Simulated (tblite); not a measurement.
## C4H7PSSi: nudged elastic band

The run: nudged elastic band of C4H7PSSi. Method and program: GFN2-xTB climbing-image nudged elastic band, gas phase (tblite 0.8.0).

It belongs to a series of runs on one base structure; here: H on Si replaced by 2-thienyl.

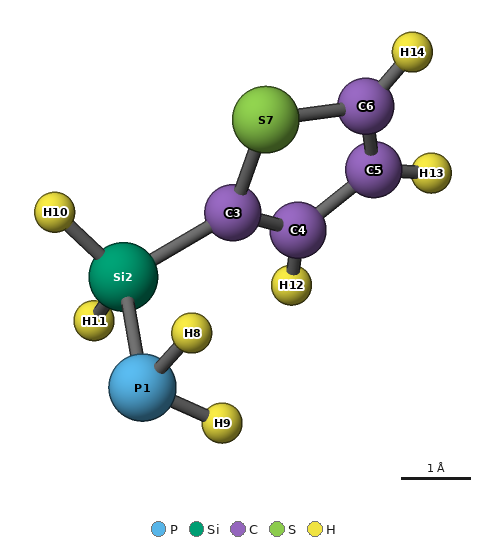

*The input geometry (ball-and-stick view, seen at an oblique angle; atoms are numbered from 1 in the order of the input).*

### The input
```
{"job": {"kind": "neb", "xc": "GFN2-xTB", "basis": "xTB", "atoms": [6, 2, 1, 0], "turn": 120}, "charge": 0, "multiplicity": 1}
P      3.074946     0.874043    -0.100476
Si     1.713949    -0.891170     0.194172
C     -0.099720    -0.402331     0.197858
C     -0.974551    -0.353776    -0.849230
C     -2.260109     0.106477    -0.496036
C     -2.355095     0.409592     0.824074
S     -0.876749     0.139027     1.653993
H      2.431264     1.685975     0.818229
H      2.359699     1.412090    -1.157213
H      2.045127    -1.496741     1.485418
H      1.920076    -1.818386    -0.921719
H     -0.701017    -0.645926    -1.848042
H     -3.074930     0.205526    -1.191074
H     -3.203568     0.775126     1.367880
```

The first line tells a small driver script what to run in tblite; the rest is the geometry in Å.

Run on 1 CPU thread, shared host.

Command:
```bash
OMP_NUM_THREADS=1 python <driver script> task.json out
```

### The program's output
```
image   E - E0 / eV
  0       0.0000
  1      -0.0008
  2       0.0001
  3       0.0040
  4       0.0092
  5       0.0132
  6       0.0141
  7       0.0115
  8       0.0050
```

### Key numbers

| quantity | value |
| --- | --- |
| outcome | converged |
| forward barrier | 0.014 eV |
| wall time | 3.2 s |
| peak memory | 0.18 GiB |
